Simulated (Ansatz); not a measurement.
The figure comes from a scan of ZnS (zinc blende): one Zn atom of a 4-atom cell moves by s along Cartesian z, with its periodic images. Calculation: PBE (plane waves to 420 eV, PAW, scalar-relativistic; Ansatz, a first-principles code). k mesh 4×8×8 (Γ-centred), Fermi-Dirac smearing 0.05 eV. The energy includes the smearing's −TS. ZnS was relaxed with its symmetry unable to fall. The zero of ΔE is the undisplaced structure.

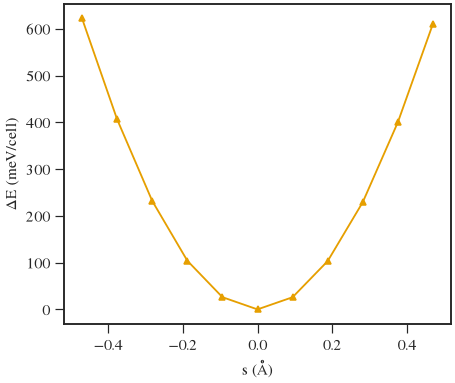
ΔE (meV/cell) against s (Å); one marker a computed point.

Q: List the plotted points as numbers.

A: To the nearest 10:

| s (Å) | ΔE (meV/cell) |
|---|---|
| -0.470 | 620 |
| -0.376 | 410 |
| -0.282 | 230 |
| -0.188 | 100 |
| -0.094 | 30 |
| 0.000 | 0 |
| 0.094 | 30 |
| 0.188 | 100 |
| 0.282 | 230 |
| 0.376 | 400 |
| 0.470 | 610 |

(A displaced cell: forces are minus the slopes of the energy, force constants its curvatures, and phonons follow from these.)
